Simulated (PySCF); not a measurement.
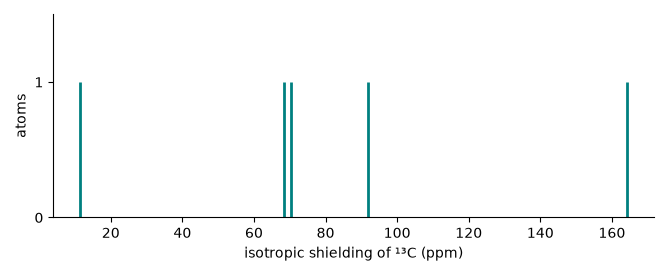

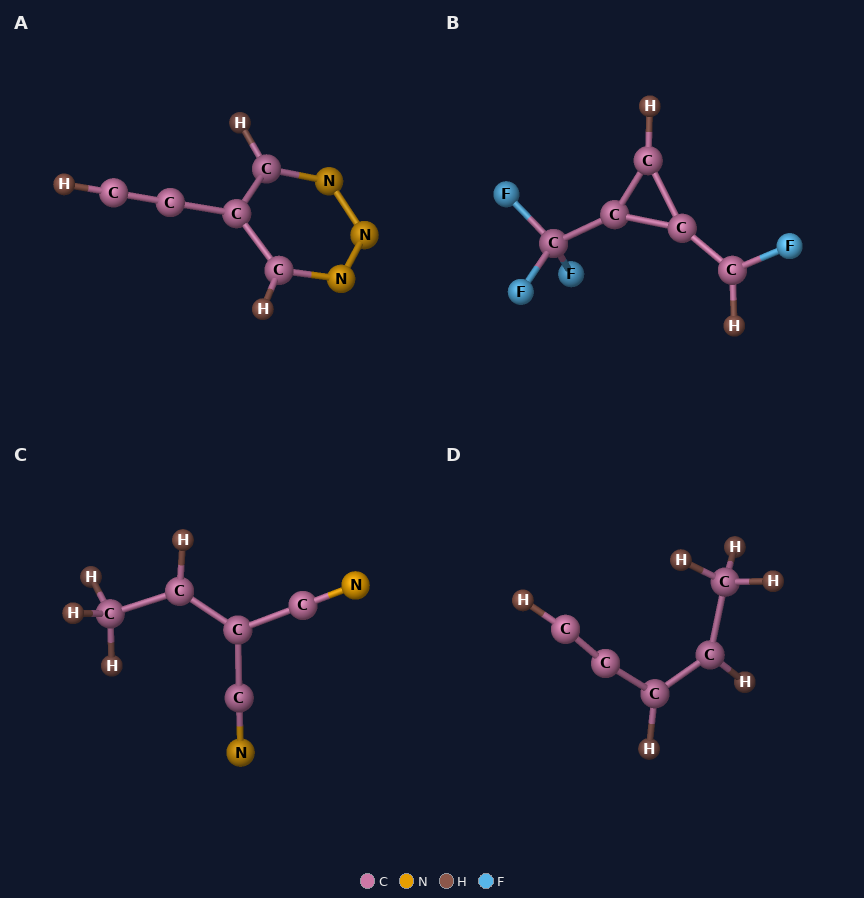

The sticks are computed shieldings of one of the molecules, for one fixed geometry (GFN2-xTB) without averaging over rotations. Low shielding means a high chemical shift. Method: GIAO PBE0/pcSseg-1 NMR shielding, non-relativistic, gas phase (PySCF 2.14.0).

Question: Match the spectrum to a structure.

Answer: C, `CC=C(C#N)C#N`. Its 5 C atoms give lines at 11.5, 68.5, 70.3, 92.0, 164.1 ppm.
